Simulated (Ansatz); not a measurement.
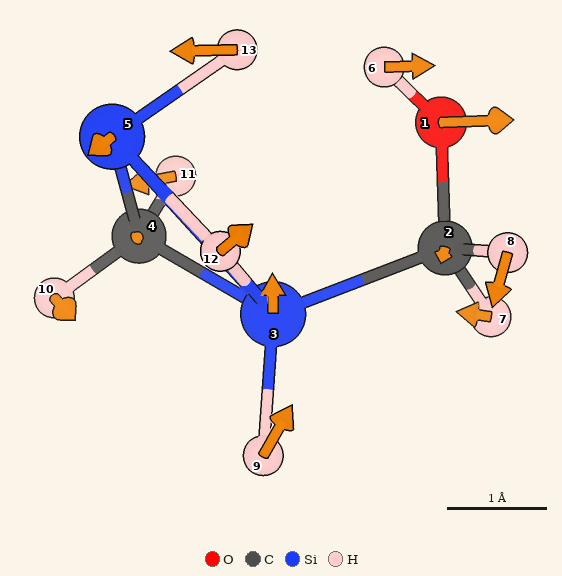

A relaxation of C2H8OSi2. The starting structure is drawn; orange arrows show the displacements, magnified 10 times. The two geometries are superimposed by the best rigid fit.

A ball-and-stick model, seen face on.

The start comes from PBE-D4/def2-SVP.

Method: RKS PBE0-D4/def2-TZVP (Ansatz). (force threshold 0.005 eV/Å; at most 150 steps)

Question: What happened in the run?

Answer: The energy falls by 0.069 eV in 8 geometry steps. The largest force component goes from 0.66 to 0.0035 eV/Å. O1 moves most after the best rigid fit: 0.093 Å. By element the largest moves are O 0.093 Å, H 0.071 Å, Si 0.043 Å, C 0.019 Å. Among the contacts that change: Si3–H12 1.679 → 1.637 Å, Si3–Si5 2.547 → 2.513 Å, C4–Si5 1.989 → 1.959 Å, Si5–H13 1.565 → 1.539 Å. Bond angles that change, for instance: C2–Si3–Si5 113.3° → 116.3°, C2–Si3–H9 116.9° → 114.1°, C2–Si3–C4 115.1° → 117.5°. The run took 39 s on 4 threads of Arm Neoverse V1, on a shared host.
